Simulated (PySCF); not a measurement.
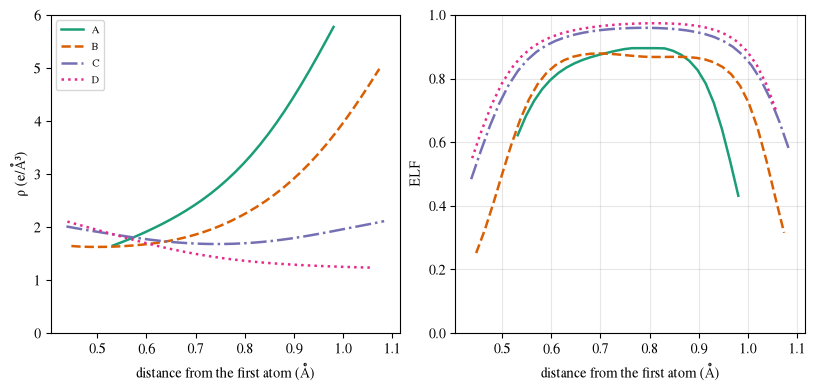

The picture shows: C3H13BO2Si3. Total electron density and electron localisation function along straight lines between neighbouring atoms. The curves leave out the atomic cores.

Geometry: GFN2-xTB.

Level of theory: PBE0/pcSseg-1, SCF density, gas phase, non-relativistic (PySCF 2.14.0).

Input file:

```
{"job": {"kind": "nmr", "xc": "PBE0", "basis": "pcSseg-1"}, "charge": 0, "multiplicity": 1}
Si     2.751699     1.145200     0.092537
Si     1.715890    -0.057112    -1.578507
C      0.535290    -1.389790    -0.880829
C     -0.310828    -0.732189     0.198068
C     -1.708532    -1.339054     0.350604
B     -2.683288    -0.474399     1.274328
O     -2.502795     0.840727     1.348881
Si    -1.340956     1.722732     0.598183
O     -0.356409     0.658586    -0.137843
H      2.672142     0.506129     1.414784
H      4.188277     1.320018    -0.155623
H      2.204553     2.495616     0.262965
H      2.671927    -0.825606    -2.407099
H      0.975820     0.759128    -2.549188
H     -0.105083    -1.764051    -1.679921
H      1.066930    -2.247523    -0.471558
H      0.207814    -0.809760     1.164780
H     -2.163515    -1.392631    -0.644779
H     -1.595810    -2.367126     0.696647
H     -3.576978    -0.947648     1.874312
H     -1.975197     2.489315    -0.460280
H     -0.681362     2.428825     1.688689
```

Command:

```sh
OMP_NUM_THREADS=1 python probes_run.py task.json out
```

Q: Which curve belongs to which contact (B–O, C–B, C–C and C–O)? The first atom named is at distance zero.

A: Curve A: B–O (1.33 Å): ρ is about 2.2 e/Å³ halfway; the ELF peaks at about 0.90 between the atoms: a short, strongly polar bond. Curve B: C–O (1.43 Å): ρ is about 1.9 e/Å³ halfway, with its minimum of 1.6 e/Å³ about 0.5 Å from C; the ELF peaks at about 0.90 between the atoms, as expected for a polar covalent bond. Curve C: C–C (1.52 Å): the density is about 1.7 e/Å³ at the midpoint; the ELF peaks at about 0.95 between the atoms: localised, covalent bonding. Curve D: C–B (1.60 Å): the density is about 1.4 e/Å³ at the midpoint; the ELF peaks at about 1 between the atoms: a covalent bond.
